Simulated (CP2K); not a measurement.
Consider formyl cation at its PBE geometry (Å).

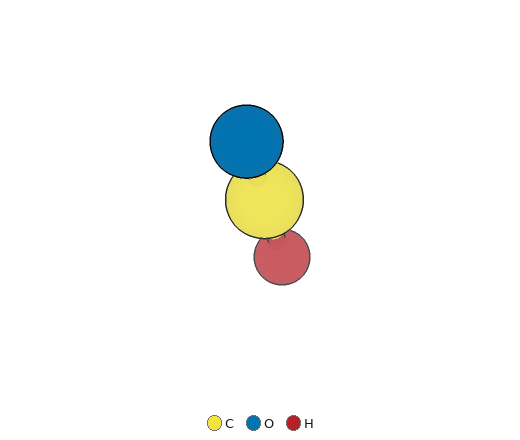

The molecule (carbon yellow, oxygen blue, hydrogen red).

```xyz
3

C    -0.0047   -0.0004    0.0000
O     1.1126   -0.0087    0.0000
H    -1.1080    0.0091    0.0000
```

Method: CP2K XAS_TDP, all-electron GAPW, PBEh(45%), aug-cc-pVTZ, TDA, GW2X-corrected core level, no relativity.

Question: Where do the O K-edge lines lie, and how strong are they?

Leading lines: O2 533.07 eV. The leading line of an atom is its first one with 35 % of the strongest within 2.5 eV of its lowest line over the strength cut. Core ionisation energies at this level: O2 549.50 eV.

The first six lines of each atom with a strength over 0.0015:

| atom | energy (eV) | states | strength, one atom | above the computed threshold |
| --- | --- | --- | --- | --- |
| O2 (bonded to C) | 533.07 | 2 | 0.0961 |  |
|  | 539.54 | 1 | 0.0140 |  |
|  | 544.18 | 2 | 0.0020 |  |
|  | 544.72 | 1 | 0.0080 |  |
|  | 546.24 | 2 | 0.0141 |  |
|  | 550.17 | 1 | 0.0145 | yes |

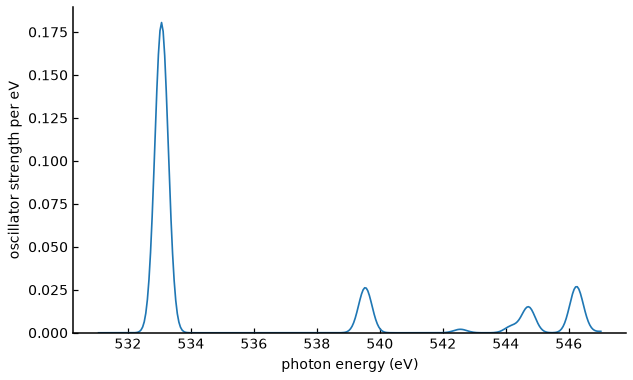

All atoms added, broadened by 0.5 eV.

Lines are vertical, at one geometry, with no vibrational structure. GW2X ionisation energies and lines can be off by 1 to 2 eV either way, and a good line position may hide errors that cancel. These values hold no scalar relativity, about 0.4 eV for O 1s. Rydberg lines, and the discretised continuum above threshold, depend on the basis and the box. The ion (charge +1) is isolated, with no counter-ion or solvent.

[Banner, clock and machine lines of the logs are left out without a mark of their own.]

[Logs are printed without paths, hosts, clocks, repeated set-up lines and the standing remarks that a program may print on its own settings, such as how far it seeks lower states.]

[Hosts, paths, dates, database ids (printed as entryN), source tags and the programs' standing remarks are cut or masked in the printed files.]
